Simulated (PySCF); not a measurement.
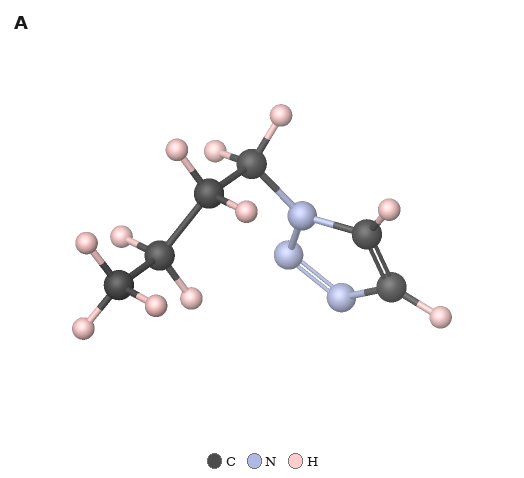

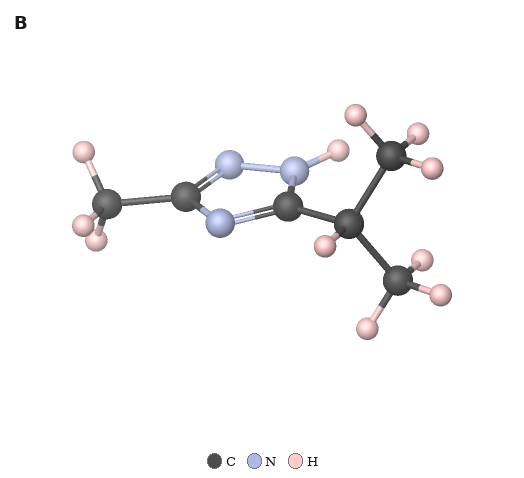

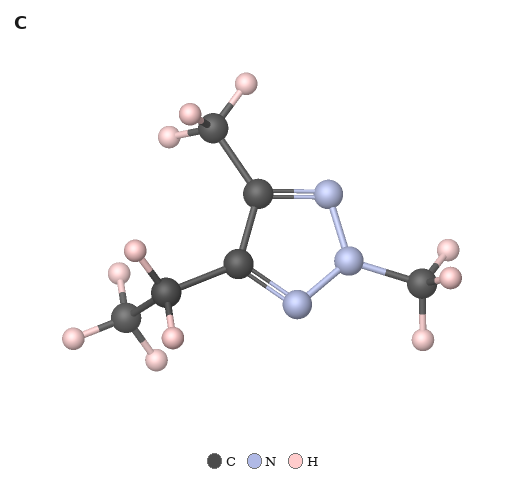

3 stationary structures of one formula. Geometries: GFN2-xTB. Electronic energies: PBE0/pcSseg-1 (PySCF 2.14.0), without zero-point energy. No frequency run is at hand to confirm each as a minimum. Each is one conformer, not always the lowest.

> Are they conformers, stereoisomers or constitutional isomers?

They are constitutional isomers of C6H11N3: A `CCCCn1ccnn1`, B `Cc1n[nH]c(C(C)C)n1`, C `CCc1nn(C)nc1C`.

> Which is lowest in energy, and by how much?

B is lowest; C lies 62.6 kJ/mol above it, A lies 112.8 kJ/mol above it.
